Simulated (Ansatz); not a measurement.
# How many bands does the GW gap of WSO (2H monolayer (Janus)) need?

Wanted: a G0W0 gap for WSO (2H monolayer (Janus)) that is converged in bands and cutoff, or an estimate of the limit.

Program: Ansatz 0.2.0. Level of theory: G0W0 on PBE, plane waves, PAW; PAW set soft_1. Results are calculated unless marked as measured.

## (1) The starting structure

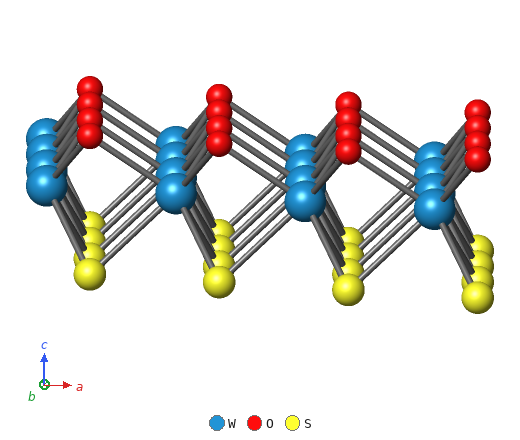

Start, viewed nearly edge on; tungsten blue, oxygen red, sulfur yellow. 4×4×1 cells are drawn.

The cell holds 3 atoms: 1 W, 1 O and 1 S. Its edges and angles: a = 3.005 Å, b = 3.005 Å, c = 28.800 Å, α = 90.0°, β = 90.0°, γ = 120.0°. Vacuum lies along c.

The structure was relaxed with PBE. The runs that relaxed it are not among those shown. Spin-orbit coupling is left out unless a step names it. The Coulomb interaction is cut off across the vacuum.

## (2) 71 empty bands, screening to 27 eV

G0W0 replaces the xc potential by the self-energy, built once from these orbitals. Only a window of levels is corrected, while the sums run over the empty bands that the input names. This step takes PAW set soft_1 files.

input.yaml reads:

```yaml
crystal:
  lattice:
    - [3.0054232082, 0.0, 0.0]
    - [-1.5027116041, 2.6027728474, 0.0]
    - [0.0, 0.0, 28.8]
  atoms:
    - { symbol: W, position: [0.3333333333, 0.6666666667, 0.5081420806] }
    - { symbol: O, position: [0.6666666667, 0.3333333333, 0.5486219072] }
    - { symbol: S, position: [0.6666666667, 0.3333333333, 0.4513780928] }
  periodic: [true, true, false]
kpoints:
  mp_grid: { grid: [6, 6, 1] }
hamiltonian:
  xc: pbe
  pseudopotentials: { kind: paw, azcp: { folder: soft_1 } }
scf:
  occupations: { method: fixed }
gw:
  n_empty_bands: 71
  ecut_chi: 27.0
  qp_bands: [v2, c2]
  qp_kpoints: band_edges
  screening: { model: contour_deformation }
```

Command:

```
$ ansatz run input.yaml --threads 4 --pin off --max-ram 17510MiB --backend cpu --events-out ev --progress --plain --runs-dir out
```

Numbers of over 12 decimals in the logs are rounded to 6 here.

What it wrote:

```text
Engine: ansatz 0.2.0, x86_64-unknown-linux-gnu
Pseudopotentials: kind: paw
Pseudopotential: W, paw, valence charge 14, recommended cutoff 420 eV (normal), soft_1/W.paw.azcp
Pseudopotential: O, paw, valence charge 6, recommended cutoff 420 eV (normal), soft_1/O.paw.azcp
Pseudopotential: S, paw, valence charge 6, recommended cutoff 420 eV (normal), soft_1/S.paw.azcp
Functional definition: PBE
  parameter kappa = 0.804
  parameter beta = 0.066725
  exchange = pbe_x(kappa = kappa, mu = beta*pi^2/3)
  correlation = pbe_c(beta = beta)
Crystal: 3 atoms, lattice volume = 225.286 Å³
Basis set: ecut = 420 eV, 4249 PW (Γ)
Bands: 17, of which v1, the nominal top of the filled ones, is band 13 counted from 1 (12 counted from 0)
Symmetry: 6 space group operations
Space group: P3m1 (ITA 156), of the structure as read, at distance tolerance 6.1e-5 Å
k-points: 7 of 36 (time reversal used)
Non-local potential: W, projectors of the file, l = 0: 3, l = 1: 2, l = 2: 2, l = 3: 1
Non-local potential: O, projectors of the file, l = 0: 2, l = 1: 2, l = 2: 1
Non-local potential: S, projectors of the file, l = 0: 2, l = 1: 2, l = 2: 1
PAW form: soft (Blöchl's): semilocal exchange-correlation on the pseudo side does not see the compensation charge
PAW one-centre angular grid: W, 590 points (default); XC on 64 Gauss nodes
PAW one-centre angular grid: O, 110 points (default); XC on 64 Gauss nodes
PAW one-centre angular grid: S, 110 points (default); XC on 64 Gauss nodes
Initial density: superposition of atomic densities (neutral atoms: chi_scale 0, normalization atom)
Initial wavefunctions: pseudopotential atomic-orbital guess
Functional: x = pbe(κ = 0.804, μ = 0.219515), c = pbe(β = 0.066725)
SCF iter   1: F=—  HF=-11858.377556 eV  |F-HF|=—  |Δ(HF+E_count)|=         —  Δρ=5.16e-2  dr2=7.16e0  ethr=3.10e-3  ⟨swp⟩=7.6  Hψ=833  notcnv=0  defer=13
preconditioner: auto → none  [insulator: Δε(μ)=2.196 eV  Ē_g=11.083 eV  n_scr=16 (ndim 8)  ℏωp=10.5 eV  f_vac=0.775  ε∞_Penn≈1.9]
SCF iter   2: F=—  HF=-11860.434424 eV  |F-HF|=—  |Δ(HF+E_count)|=    2.06e0  Δρ=8.97e-2  dr2=4.61e1  ethr=3.10e-3  ⟨swp⟩=7.3  Hψ=540  notcnv=0  defer=14  recentre
SCF iter   3: F=—  HF=-11857.542687 eV  |F-HF|=—  |Δ(HF+E_count)|=    2.89e0  Δρ=2.93e-2  dr2=5.72e0  ethr=3.10e-3  ⟨swp⟩=6.1  Hψ=510  notcnv=0  defer=13
SCF iter   4: F=—  HF=-11856.846927 eV  |F-HF|=—  |Δ(HF+E_count)|=   6.96e-1  Δρ=1.31e-2  dr2=4.46e-1  ethr=3.10e-3  ⟨swp⟩=4.6  Hψ=303  notcnv=0  defer=12
SCF iter   5: F=—  HF=-11856.784390 eV  |F-HF|=—  |Δ(HF+E_count)|=   6.25e-2  Δρ=7.75e-3  dr2=4.76e-2  ethr=1.72e-3  ⟨swp⟩=3.7  Hψ=302  notcnv=0  defer=13
SCF iter   6: F=—  HF=-11856.780408 eV  |F-HF|=—  |Δ(HF+E_count)|=   3.98e-3  Δρ=9.47e-4  dr2=6.72e-3  ethr=1.83e-4  ⟨swp⟩=3.9  Hψ=277  notcnv=0  defer=14
SCF iter   7: F=—  HF=-11856.779484 eV  |F-HF|=—  |Δ(HF+E_count)|=   9.24e-4  Δρ=7.83e-4  dr2=3.31e-3  ethr=2.58e-5  ⟨swp⟩=3.6  Hψ=256  notcnv=0  defer=14
SCF iter   8: F=—  HF=-11856.779046 eV  |F-HF|=—  |Δ(HF+E_count)|=   4.38e-4  Δρ=1.12e-4  dr2=7.79e-5  ethr=1.27e-5  ⟨swp⟩=3.0  Hψ=203  notcnv=0  defer=14
SCF iter   9: F=—  HF=-11856.779042 eV  |F-HF|=—  |Δ(HF+E_count)|=   4.82e-6  Δρ=5.43e-5  dr2=4.37e-6  ethr=2.99e-7  ⟨swp⟩=3.6  Hψ=252  notcnv=0  defer=14
SCF iter  10: F=—  HF=-11856.779042 eV  |F-HF|=—  |Δ(HF+E_count)|=   1.31e-7  Δρ=2.36e-5  dr2=2.26e-6  ethr=1.68e-8  ⟨swp⟩=3.7  Hψ=294  notcnv=0  defer=14
SCF iter  11: F=—  HF=-11856.779041 eV  |F-HF|=—  |Δ(HF+E_count)|=   3.08e-7  Δρ=9.23e-6  dr2=2.94e-7  ethr=8.69e-9  ⟨swp⟩=1.6  Hψ=145  notcnv=0  defer=14
SCF iter  12: F=-11856.779041 eV  HF=-11856.779041 eV  |F-HF|=4.40e-8  |Δ(HF+E_count)|=   2.30e-8  Δρ=1.73e-6  dr2=4.52e-8  ethr=3.85e-10  ⟨swp⟩=12.7  Hψ=782  notcnv=0
SCF 1 converged in 12 iterations: F = -11856.779041 eV  dr2 = 4.52e-8
  greatest PAW one-centre occupation: 0.999 electrons in one spin orbital (limit 2), on the W atom at site 0 (counted from 0), in its partial waves of l = 0
NSCF: frozen V_eff on 7 k-points
G₀W₀ screening: q 1/7
[... further progress lines ...]
SCF converged after 12 iterations
Free energy (F): -11856.779041 eV
Harris-Foulkes:  -11856.779041 eV  (|F-HF|=4.40e-8)
Internal energy: -11856.779041 eV  (E = F + TS)
E sigma→0 (E₀):  -11856.779041 eV
Fermi energy:    -5.611183 eV
--- Per-component energies (eV) ---
  E_band       = -655.952373
  E_kinetic    = 694.722629
  E_local      = -47820.854566  (includes V_loc(G=0)·N_el)
  E_nonlocal   = 61.333743
  E_hartree    = 23513.826042
  E_xc         = -427.848816
  E_vxc        = -404.999109  (∫ρ·V_xc dr)
  E_paw        = -9348.069455  (= ΣΔE_a)
  E_vpaw       = -213.811859  (= ΣTr[D̂ρ^β])
  E_aug_tail   = 0.000891  (compensation charges beyond the density's cutoff)
  E_ewald      = 21470.110490
  E_smearing   = -0.000000  (= −TS)
  E_closure    = -0.000000  (closes the sum)
  Σ components = -11856.779041   (vs F -11856.779041, Δ=0.00e0)
--- Band table (eV; the first three rows and the last of 7) ---
  k-point 0: bands = [... 9 lower, -9.1025, -7.8373, -7.8373, -5.6112, -3.2735, -3.2735, -2.7457, -2.7457]
  k-point 1: bands = [... 9 lower, -9.4380, -8.3977, -8.1494, -6.1939, -3.5708, -3.3060, -3.0152, -2.1725]
  k-point 2: bands = [... 9 lower, -10.5802, -8.5974, -8.1272, -7.1536, -3.5075, -3.1008, -2.2908, -1.2633]
  k-point 6: bands = [... 9 lower, -10.6434, -9.8195, -8.8183, -6.5574, -4.0578, -2.4784, -1.6220, -0.8720]
--- G₀W₀: contour deformation, 6 samples at zero and on the imaginary axis and 2 off it, 36 q-points, 71 empty bands' worth ---
  eigenvalues of the whole cell's RPA ε∞ on this k-mesh (on a slab, of 1 + 4πα/V) = 1.1439, 3.3275, 3.3275; static W/v taken at q = 0 is 0.511640
  bands read: the sum over 84 bands ends inside a degenerate multiplet in 1 slot, whose members it reads at an even weight; the widest, k=0: bands 84 to 85 (counted from 1) at 1/2 each
  gw.qp_kpoints: band_edges: 7 of 7 stored k-points solved, in 1 pass; an edge of the gap read off the rows below is read off those points alone
    ik  band        ε_KS         Σx   Σc(E_QP)       V_xc       Z   E_QP_lin       E_QP  E_QP is
     0    12     -7.8373   -21.0715     2.3859   -18.9123  0.7471    -7.6117    -7.6105  root
     0    13     -5.6112   -20.7834     1.6724   -19.3022  0.7504    -5.4205    -5.4199  root
     0    14     -3.2735   -16.6366    -3.3168   -21.2758  0.7486    -1.8933    -1.9511  root
     0    15     -3.2735   -16.6366    -3.3168   -21.2758  0.7486    -1.8933    -1.9511  root
     1    12     -8.1494   -20.5167     2.4288   -18.2874  0.7442    -7.9510    -7.9499  root
     1    13     -6.1939   -21.4629     1.9972   -19.6680  0.7463    -5.9924    -5.9916  root
     1    14     -3.5708   -14.3206    -3.2425   -18.7585  0.7549    -2.3313    -2.3754  root
     1    15     -3.3060   -16.0769    -3.1840   -20.5564  0.7474    -1.9539    -2.0105  root
     2    12     -8.1272   -20.6153     2.7553   -17.9702  0.7450    -8.0174    -8.0170  root
     2    13     -7.1536   -20.9759     2.3834   -18.7189  0.7387    -7.0276    -7.0272  root
     2    14     -3.5075   -14.0562    -3.4970   -18.7343  0.7520    -2.2805    -2.3264  root
     2    15     -3.1008   -16.2422    -3.5865   -21.1762  0.7451    -1.6869    -1.7533  root
     3    12     -7.9446   -20.8921     2.9550   -17.9903  0.7463    -7.8914    -7.8913  root
     3    13     -6.9486   -20.8926     2.4165   -18.5460  0.7453    -6.8789    -6.8787  root
     3    14     -3.0906   -14.3348    -3.8619   -19.4149  0.7422    -1.8169    -1.8724  root
     3    15     -2.6225   -17.0641    -3.9943   -22.4489  0.7348    -1.1522    -1.2321  root
     4    12     -8.2465   -20.3029     3.0504   -17.1955  0.7383    -8.3035    -8.3034  root
     4    13     -6.8622   -21.4955     2.2898   -19.3914  0.7423    -6.6774    -6.6766  root
     4    14     -3.8170   -14.3135    -3.1827   -18.6688  0.7569    -2.6016    -2.6443  root
     4    15     -2.9707   -15.5923    -3.6702   -20.5593  0.7405    -1.6090    -1.6739  root
     5    12     -8.5885   -21.6673     3.6217   -17.8853  0.7247    -8.7495    -8.7487  root
     5    13     -6.8294   -20.6384     1.9982   -18.8597  0.7489    -6.6108    -6.6098  root
     5    14     -3.5010   -15.4386    -3.3387   -20.0001  0.7477    -2.2284    -2.2782  root
     5    15     -2.6462   -15.4665    -3.9275   -20.7214  0.7395    -1.2491    -1.3188  root
     6    12     -8.8183   -22.6665     3.9357   -18.5406  0.7115    -9.0096    -9.0085  root
     6    13     -6.5574   -20.0562     1.5036   -18.8674  0.7549    -6.2443    -6.2425  root
     6    14     -4.0578   -16.2961    -3.0747   -20.6418  0.7532    -2.7355    -2.7867  root
     6    15     -2.4784   -13.5900    -3.8454   -18.6833  0.7453    -1.1709    -1.2306  root
```

Wall time 6.7 s (4 threads of Intel Xeon 6975P-C (Granite Rapids), shared host); peak memory 0.72 GiB.

Reading the cycles: dr2 is the Hartree energy of the density residual (eV), the measure of convergence; HF is the Harris–Foulkes estimate of the energy, which meets the free energy F at convergence.

This step gave:

| Quantity | Value |
| --- | --- |
| bands summed | 84 |
| plane waves in the screening matrix | 91 |
| q-points in the mesh | 36 |
| G0W0 gap on the mesh | 2.633 eV |
| k of the valence top | 0, 0, 0 |
| k of the conduction bottom | 0.3333, 0.3333, 0 |
| starting gap on the mesh | 1.553 eV |
| Z at the valence top | 0.7504 |
| Z at the conduction bottom | 0.7532 |
| least direct G0W0 gap on the computed points | 3.456 eV |

The gap on the mesh goes from 1.55 eV to 2.63 eV, a correction of +1.08 eV. Between the two edge states, bare exchange in place of the xc potential would open the gap by 5.83 eV, and correlation takes back 4.75 eV.

## (3) 202 empty bands, screening to 54 eV

Another rung: the empty bands reach about as high as the screening cutoff, so the two stay in balance.

input.yaml, as its differences from that of step 2:

```diff
@@ -18,4 +18,4 @@
 gw:
-  n_empty_bands: 71
-  ecut_chi: 27.0
+  n_empty_bands: 202
+  ecut_chi: 54.0
   qp_bands: [v2, c2]
```

What it wrote:

```text
[...]
Crystal: 3 atoms, lattice volume = 225.286 Å³
Basis set: ecut = 420 eV, 4249 PW (Γ)
Bands: 17, of which v1, the nominal top of the filled ones, is band 13 counted from 1 (12 counted from 0)
Symmetry: 6 space group operations
[...]
k-points: 7 of 36 (time reversal used)
[...]
SCF iter   1: F=—  HF=-11858.377556 eV  |F-HF|=—  |Δ(HF+E_count)|=         —  Δρ=5.16e-2  dr2=7.16e0  ethr=3.10e-3  ⟨swp⟩=7.6  Hψ=833  notcnv=0  defer=13
[...]
SCF iter  12: F=-11856.779041 eV  HF=-11856.779041 eV  |F-HF|=4.40e-8  |Δ(HF+E_count)|=   2.30e-8  Δρ=1.73e-6  dr2=4.52e-8  ethr=3.85e-10  ⟨swp⟩=12.7  Hψ=782  notcnv=0
SCF 1 converged in 12 iterations: F = -11856.779041 eV  dr2 = 4.52e-8
[...]
NSCF: frozen V_eff on 7 k-points
G₀W₀ screening: q 1/7
[... further progress lines ...]
SCF converged after 12 iterations
Free energy (F): -11856.779041 eV
[...]
Internal energy: -11856.779041 eV  (E = F + TS)
E sigma→0 (E₀):  -11856.779041 eV
Fermi energy:    -5.611183 eV
[...]
--- Band table (eV; the first three rows and the last of 7) ---
  k-point 0: bands = [... 9 lower, -9.1025, -7.8373, -7.8373, -5.6112, -3.2735, -3.2735, -2.7457, -2.7457]
  k-point 1: bands = [... 9 lower, -9.4380, -8.3977, -8.1494, -6.1939, -3.5708, -3.3060, -3.0152, -2.1725]
  k-point 2: bands = [... 9 lower, -10.5802, -8.5974, -8.1272, -7.1536, -3.5075, -3.1008, -2.2908, -1.2633]
  k-point 6: bands = [... 9 lower, -10.6434, -9.8195, -8.8183, -6.5574, -4.0578, -2.4784, -1.6220, -0.8720]
[...]
0    12     -7.8373   -21.0715     2.0619   -18.9123  0.7372    -7.9346    -7.9344  root
     0    13     -5.6112   -20.7834     1.4808   -19.3022  0.7402    -5.6115    -5.6115  root
     0    14     -3.2735   -16.6366    -3.6026   -21.2758  0.7375    -2.2067    -2.2369  root
     0    15     -3.2735   -16.6366    -3.6026   -21.2758  0.7375    -2.2067    -2.2369  root
     1    12     -8.1494   -20.5167     2.0834   -18.2874  0.7362    -8.2956    -8.2952  root
     1    13     -6.1939   -21.4629     1.7810   -19.6680  0.7359    -6.2078    -6.2078  root
     1    14     -3.5708   -14.3206    -3.5338   -18.7585  0.7460    -2.6450    -2.6667  root
     1    15     -3.3060   -16.0769    -3.4926   -20.5564  0.7368    -2.2917    -2.3192  root
[...]
6    12     -8.8183   -22.6665     3.8723   -18.5406  0.7016    -9.0737    -9.0719  root
     6    13     -6.5574   -20.0562     1.1432   -18.8674  0.7459    -6.6029    -6.6029  root
     6    14     -4.0578   -16.2961    -3.4632   -20.6418  0.7453    -3.1562    -3.1753  root
     6    15     -2.4784   -13.5900    -4.1282   -18.6833  0.7372    -1.4815    -1.5133  root
```

Run time: 19 s. Hardware: 4 threads; peak memory 1.5 GiB.

Numbers from this step:

```yaml
bands_summed: 215
plane_waves_in_the_screening_matrix: 197
q_points_in_the_mesh: 36
g0w0_gap_on_the_mesh: 2.436 eV
k_of_the_valence_top: 0, 0, 0
k_of_the_conduction_bottom: 0.3333, 0.3333, 0
starting_gap_on_the_mesh: 1.553 eV
z_at_the_valence_top: 0.7402
z_at_the_conduction_bottom: 0.7453
least_direct_g0w0_gap_on_the_computed_points: 3.375 eV
```

Against the run with 6×6×1 mesh, 71 empty bands, screening to 27 eV, PAW set soft_1 files, the gap moves by −0.20 eV.

## (4) 436 empty bands, screening to 90 eV

input.yaml, as its differences from that of step 3:

```diff
@@ -17,5 +17,6 @@
   occupations: { method: fixed }
+  convergence: { dr2_threshold: 1.0e-10 }
 gw:
-  n_empty_bands: 202
-  ecut_chi: 54.0
+  n_empty_bands: 436
+  ecut_chi: 90.0
   qp_bands: [v2, c2]
```

What it wrote:

```text
[...]
Crystal: 3 atoms, lattice volume = 225.286 Å³
Basis set: ecut = 420 eV, 4249 PW (Γ)
Bands: 17, of which v1, the nominal top of the filled ones, is band 13 counted from 1 (12 counted from 0)
Symmetry: 6 space group operations
[...]
k-points: 7 of 36 (time reversal used)
[...]
1    15     -3.3060   -16.0770    -3.7308   -20.5565  0.7316    -2.5428    -2.5574  root
[...]
6    12     -8.8183   -22.6662     3.6843   -18.5404  0.6971    -9.2656    -9.2598  root
     6    13     -6.5573   -20.0562     0.8984   -18.8674  0.7419    -6.8493    -6.8477  root
     6    14     -4.0577   -16.2960    -3.7113   -20.6418  0.7397    -3.4142    -3.4234  root
     6    15     -2.4784   -13.5900    -4.3247   -18.6833  0.7332    -1.6905    -1.7098  root
[key lines of the parts left out:]
SCF converged after 15 iterations
Free energy (F): -11856.779041 eV
Fermi energy:    -5.611191 eV
```

It took 93 s on 4 threads; peak memory 3.5 GiB.

This step gave:

```
bands summed                                 : 449
plane waves in the screening matrix          : 447
G0W0 gap on the mesh                         : 2.393 eV
k of the valence top                         : 0, 0, 0
k of the conduction bottom                   : 0.3333, 0.3333, 0
starting gap on the mesh                     : 1.553 eV
least direct G0W0 gap on the computed points : 3.358 eV
```

Against the run with 6×6×1 mesh, 202 empty bands, screening to 54 eV, PAW set soft_1 files, the gap moves by −0.04 eV.

## (5) 802 empty bands, screening to 135 eV

input.yaml, as its differences from that of step 4:

```diff
@@ -17,6 +17,5 @@
   occupations: { method: fixed }
-  convergence: { dr2_threshold: 1.0e-10 }
 gw:
-  n_empty_bands: 436
-  ecut_chi: 90.0
+  n_empty_bands: 802
+  ecut_chi: 135.0
   qp_bands: [v2, c2]
```

What it wrote:

```text
[...]
Crystal: 3 atoms, lattice volume = 225.286 Å³
Basis set: ecut = 420 eV, 4249 PW (Γ)
Bands: 17, of which v1, the nominal top of the filled ones, is band 13 counted from 1 (12 counted from 0)
Symmetry: 6 space group operations
[...]
k-points: 7 of 36 (time reversal used)
[...]
1    15     -3.3060   -16.0769    -3.8997   -20.5564  0.7293    -2.7180    -2.7263  root
[...]
6    12     -8.8183   -22.6665     3.5153   -18.5406  0.6953    -9.4401    -9.4289  root
     6    13     -6.5574   -20.0562     0.7322   -18.8674  0.7402    -7.0181    -7.0140  root
     6    14     -4.0578   -16.2961    -3.8665   -20.6418  0.7368    -3.5735    -3.5786  root
     6    15     -2.4784   -13.5900    -4.4661   -18.6833  0.7319    -1.8391    -1.8513  root
[key lines of the parts left out:]
SCF converged after 12 iterations
Free energy (F): -11856.779041 eV
Fermi energy:    -5.611183 eV
```

Elapsed: 5.3 min, on 4 threads; peak memory 7.7 GiB; 20 min of CPU time.

Numbers from this step:

- bands summed: 815
- plane waves in the screening matrix: 769
- G0W0 gap on the mesh: 2.406 eV
- k of the valence top: 0, 0, 0
- k of the conduction bottom: 0.3333, 0.3333, 0
- starting gap on the mesh: 1.553 eV
- least direct G0W0 gap on the computed points: 3.364 eV

Against the run with 6×6×1 mesh, 436 empty bands, screening to 90 eV, PAW set soft_1 files, the gap moves by +0.013 eV.

(Continued in part 2 of 2.)

[Paths, hosts, dates, memory and timing lines, banners, echoed tables and standing remarks are left out of the program output.]

[Logs are printed without paths, hosts, clocks, repeated set-up lines and the standing remarks that a program may print on its own settings, such as how far it seeks lower states.]

[Runs of the session that timed out or met a known fault of the program may be left out.]

[Cells called generated may have been cut or substituted from an entry of the Crystallography Open Database or the Materials Project.]

[Hosts, paths, dates, database ids (printed as entryN), source tags and the programs' standing remarks are cut or masked in the printed files.]
